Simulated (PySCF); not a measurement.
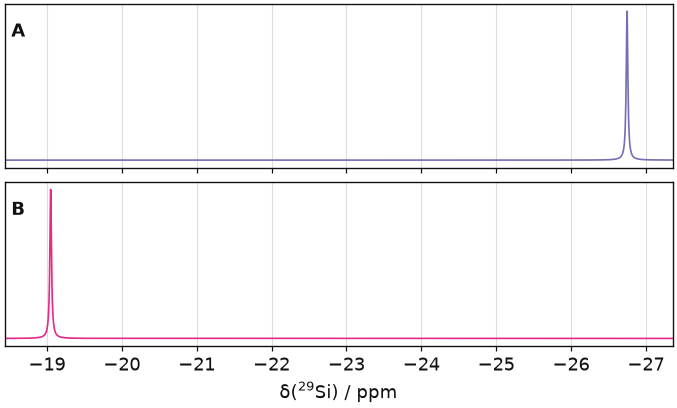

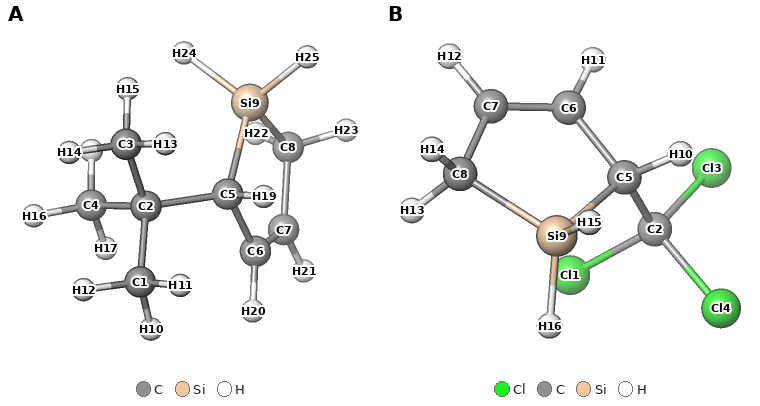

Related molecules: A is C₈H₁₆Si, SMILES CC(C)(C)[C@H]1C=CC[SiH2]1; B is C₅H₇Cl₃Si, SMILES ClC(Cl)(Cl)[C@H]1C=CC[SiH2]1. GIAO ²⁹Si shifts against TMS, ωB97X-D/pcSseg-1 with PySCF, at a PBE0-D3(BJ)/def2-SVP geometry (no frequency check); fully decoupled, line heights follow the number of nuclei within a panel, widths are arbitrary (no quadrupolar broadening); values of one conformer, averaged over nuclei that symmetry or rotation about single bonds exchange, these motions taken as fast.

**How does the ²⁹Si shift respond?**

From A (−26.7 ppm) to B (−19.0 ppm) the nucleus is deshielded by 7.7 ppm.
